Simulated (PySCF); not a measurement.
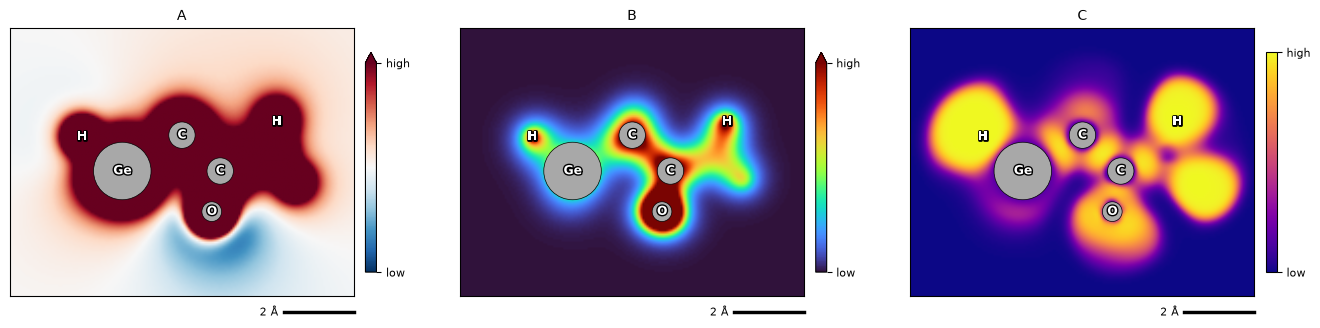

C4H9FGeO: 3 fields on the plane of atoms C4, Ge5 and H14, with unlabelled colour scales. Grey discs cover the atomic cores.

Geometry: GFN2-xTB.

Method: PySCF, CAM-B3LYP/def2-SVPD, SCF density, gas phase.

Q: The panels show electron density, electron localisation function and electrostatic potential in some order. Assign them.

A: Panel A: electrostatic potential (strongly positive close to the atoms, with negative regions outside electron-rich atoms). Panel B: electron density. Panel C: electron localisation function. From the grid: C–O (1.21 Å): the density is about 3.3 e/Å³ at the midpoint; the ELF peaks at about 0.85 between the atoms; a short, multiple covalent bond. C–C (1.50 Å): ρ is about 1.8 e/Å³ halfway; the ELF peaks at about 0.95 between the atoms: a shared electron pair.
